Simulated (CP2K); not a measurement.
**GeH2SCl (SMILES [SH][GeH][Cl]): AM1**

What is the energy difference between two shapes of GeH2SCl at AM1? 

The calculation is run with CP2K 2026.2.

2 further runs of the same task are left out: 1 that didn't finish, 1 set aside as unsound or not needed.

## (1) Starting point

GeH2SCl: 5 atoms, total charge 0, spin state doublet. As SMILES, `[SH][GeH][Cl]`. Geometry: relaxed at PBE0-D4/def2-TZVP. This is one conformer, not always the lowest.

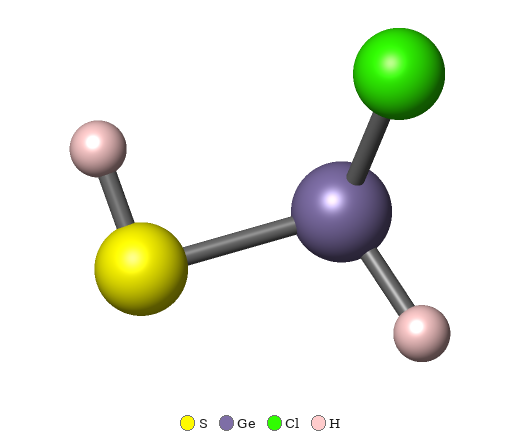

The structure, seen from a chosen angle (sulfur yellow, germanium purple, chlorine green, hydrogen pink).

## (2) Energy and forces at AM1

Input file calc.inp:

```
&GLOBAL
  PROJECT_NAME calc
  RUN_TYPE ENERGY_FORCE
  PRINT_LEVEL MEDIUM
&END GLOBAL

&FORCE_EVAL
  METHOD Quickstep
  &DFT
    MULTIPLICITY 2
    UKS T
    &QS
      METHOD AM1
      EPS_DEFAULT 1.0E-10
      &SE
        &COULOMB
          CUTOFF [angstrom] 50
          RC_RANGE [angstrom] 0
        &END COULOMB
        &EXCHANGE
          CUTOFF [angstrom] 50
          RC_RANGE [angstrom] 0
        &END EXCHANGE
      &END SE
    &END QS
    # cluster boundary conditions
    &POISSON
      PERIODIC NONE
      POISSON_SOLVER ANALYTIC
    &END POISSON
    # SCF settings
    &SCF
      SCF_GUESS ATOMIC
      EPS_SCF 1.0E-06
      MAX_SCF 150
      ADDED_MOS 2
      &DIAGONALIZATION
        ALGORITHM STANDARD
      &END DIAGONALIZATION
      &MIXING
        METHOD DIRECT_P_MIXING
        ALPHA 0.4
      &END MIXING
    &END SCF
    &PRINT
      &MOMENTS
        PERIODIC F
        REFERENCE COM
        MAX_MOMENT 1
      &END MOMENTS
      &MO ON
        ENERGIES T
        OCCUPATION_NUMBERS T
        NDIGITS 6
        &EACH
          QS_SCF 0
        &END EACH
        ADD_LAST NUMERIC
      &END MO
      &HIRSHFELD OFF
      &END HIRSHFELD
    &END PRINT
  &END DFT
  # atoms, cell and kinds
  &SUBSYS
    # box in angstrom
    &CELL
      ABC 11.4 9 11
      PERIODIC NONE
    &END CELL
    &COORD
      S      4.198200     5.011050     5.565850
      Ge     6.162600     3.988950     5.666950
      Cl     7.424900     4.618950     4.021850
      H      3.975100     4.652450     4.290350
      H      6.829600     4.485350     6.978150
    &END COORD
  &END SUBSYS
  # extra output
  &PRINT
    &FORCES ON
    &END FORCES
  &END PRINT
&END FORCE_EVAL
```

On the command line:

```bash
$ OMP_NUM_THREADS=1 cp2k.psmp -i calc.inp -o calc.out
```

Log:

```text
CP2K| version string:                                       CP2K version 2026.2
[...]
 GLOBAL| Method name                                                        CP2K
[...]
 GLOBAL| Run type                                                   ENERGY_FORCE
[...]
                             - Atoms:                                          5
[...]
                             - Spherical basis functions:                     14
[...]
 Number of electrons:                                                         10
[...]
     1 P_Mix/Diag. 0.40E+00    0.0     0.43169200       -22.9224054144 -2.29E+01
[...]
    28 DIIS/Diag.  0.31E-06    0.0     0.00000099       -24.9366579733  7.46E-12
  *** SCF run converged in    28 steps ***
  Core-core repulsion energy [eV]:                            652.71630037704870
  Core Hamiltonian energy [eV]:                             -1102.37599733254456
  Two-electron integral energy [eV]:                         -457.80255051121225
  Electronic energy [eV]:                                   -1331.27727258815071
  Total energy [eV]:                                         -678.56097221110190
  Atomic reference energy [eV]:                               677.96826035773449
  Heat of formation [kcal/mol]:                               -13.66826112804716
[...]
 SE_DIPOLE| Moment [Debye]          0.02696368       1.58897521      -0.49156973
 SE_DIPOLE| Derivative [a.u.]       0.00000000       0.00000000       0.00000000
 ENERGY| Total FORCE_EVAL ( QS ) energy [hartree]            -24.936657973302669
 FORCES| Atomic forces [hartree/bohr]
 FORCES|   Atom     x               y               z               |f|
 FORCES|      1 -1.72908956E-02  2.10364605E-03 -6.91595890E-03   1.87411549E-02
 FORCES|      2  2.79716780E-02  7.76471317E-03 -8.70301742E-03   3.03059079E-02
 FORCES|      3 -9.20115700E-03 -8.18944872E-03  1.02831949E-02   1.60459483E-02
 FORCES|      4 -1.54680292E-03  3.10842851E-03  3.86158389E-03   5.19295265E-03
 FORCES|      5  6.71775160E-05 -4.78733901E-03  1.47419754E-03   5.00962933E-03
 FORCES| Sum    -5.55111512E-17 -1.83880688E-16  0.00000000E+00
 FORCES| Total atomic force                                       1.92077056E-16
[...]
```

It took 0.51 s on 1 thread of Arm Neoverse N1, shared host; peak memory 0.14 GiB.

## (3) The distorted shape

Input file molecule.inp:

```
&global
  project molecule
  run_type ENERGY_FORCE
  print_level MEDIUM
&end global
&force_eval
  method Quickstep
  &dft
    multiplicity 2
    uks T
    &qs
      method AM1
      eps_default 1.0E-10
      &se
        &coulomb
          cutoff [angstrom] 50
          rc_range [angstrom] 0
        &end coulomb
        &exchange
          cutoff [angstrom] 50
          rc_range [angstrom] 0
        &end exchange
      &end se
    &end qs
    &poisson
      periodic NONE
      poisson_solver ANALYTIC
    &end poisson
    &scf
      scf_guess ATOMIC
      eps_scf 1.0E-06
      max_scf 150
      added_mos 2
      &diagonalization
        algorithm STANDARD
      &end diagonalization
      &mixing
        method DIRECT_P_MIXING
        alpha 0.4
      &end mixing
    &end scf
    &print
      &moments
        periodic F
        reference COM
        max_moment 1
      &end moments
      &mo ON
        energies T
        occupation_numbers T
        ndigits 6
        &each
          qs_scf 0
        &end each
        add_last NUMERIC
      &end mo
      &hirshfeld OFF
      &end hirshfeld
    &end print
  &end dft
  &subsys
    &cell
      abc 11.4 8.9 11
      periodic NONE
    &end cell
    &coord
      S      4.185346     4.897611     5.633690
      Ge     6.150294     4.002389     5.631127
      Cl     7.411780     4.409851     4.020468
      H      3.988220     4.347386     4.263651
      H      6.724416     4.400029     6.979532
    &end coord
  &end subsys
  &print
    &forces ON
    &end forces
  &end print
&end force_eval
```

On the command line:

```bash
$ OMP_NUM_THREADS=1 cp2k.psmp -i molecule.inp > molecule.out 2>&1
```

Log:

```text
CP2K| version string:                                       CP2K version 2026.2
[...]
 GLOBAL| Method name                                                        CP2K
[...]
 GLOBAL| Run type                                                   ENERGY_FORCE
[...]
                             - Atoms:                                          5
[...]
                             - Spherical basis functions:                     14
[...]
 Number of electrons:                                                         10
[...]
     1 P_Mix/Diag. 0.40E+00    0.0     0.43048337       -22.9215256767 -2.29E+01
[...]
    32 DIIS/Diag.  0.15E-06    0.0     0.00000055       -24.9284996519 -2.55E-12
  *** SCF run converged in    32 steps ***
  Core-core repulsion energy [eV]:                            657.61497206554327
  Core Hamiltonian energy [eV]:                             -1102.28595716260247
  Two-electron integral energy [eV]:                         -467.33597579605186
  Electronic energy [eV]:                                   -1335.95394506062848
  Total energy [eV]:                                         -678.33897299508521
  Atomic reference energy [eV]:                               677.96826035773449
  Heat of formation [kcal/mol]:                                -8.54883718283779
[...]
 SE_DIPOLE| Moment [Debye]          0.06612866       1.06560759      -0.07733723
 SE_DIPOLE| Derivative [a.u.]       0.00000000       0.00000000       0.00000000
 ENERGY| Total FORCE_EVAL ( QS ) energy [hartree]            -24.928499651871626
 FORCES| Atomic forces [hartree/bohr]
 FORCES|   Atom     x               y               z               |f|
 FORCES|      1 -3.19874529E-02 -6.51942813E-03 -4.13346374E-02   5.26711718E-02
 FORCES|      2  2.18847740E-02 -9.70224503E-03  6.80309449E-03   2.48869240E-02
 FORCES|      3  4.51983184E-03  1.89930730E-04 -8.09042612E-03   9.26930139E-03
 FORCES|      4 -6.80586307E-04  1.71013110E-02  3.41606394E-02   3.82082101E-02
 FORCES|      5  6.26343342E-03 -1.06956856E-03  8.46132960E-03   1.05815251E-02
 FORCES| Sum    -5.55111512E-17 -5.37764278E-17  5.55111512E-17
 FORCES| Total atomic force                                       9.51571332E-17
[...]
```

Run time: 0.52 s. Hardware: 1 thread of Arm Neoverse N1, shared host; peak memory 0.14 GiB.

## (4) Results

Level: AM1.

| quantity | value |
| --- | --- |
| first shape: total energy | -24.93666 Eh |
| first shape: dipole moment | 1.66 D |
| first shape: HOMO energy (highest over α and β) | -9.58 eV |
| first shape: LUMO energy (lowest over α and β) | -2.50 eV |
| first shape: heat of formation at this unrelaxed shape | -13.7 kcal/mol |
| first shape: largest force on an atom | 1.558 eV/Å |
| distorted shape: total energy | -24.92850 Eh |
| distorted shape: dipole moment | 1.07 D |
| distorted shape: HOMO energy (highest over α and β) | -9.45 eV |
| distorted shape: LUMO energy (lowest over α and β) | -2.47 eV |
| distorted shape: heat of formation at this unrelaxed shape | -8.5 kcal/mol |
| distorted shape: largest force on an atom | 2.708 eV/Å |
| energy change with the atoms displaced | 0.222 eV |

In words: With the atoms displaced the energy rises by 0.22 eV (5.1 kcal/mol). The first shape isn't relaxed at this level, so the change isn't measured from a minimum. The largest force (first shape) is 1.56 eV/Å: the shape isn't a stationary point for this species at this level.
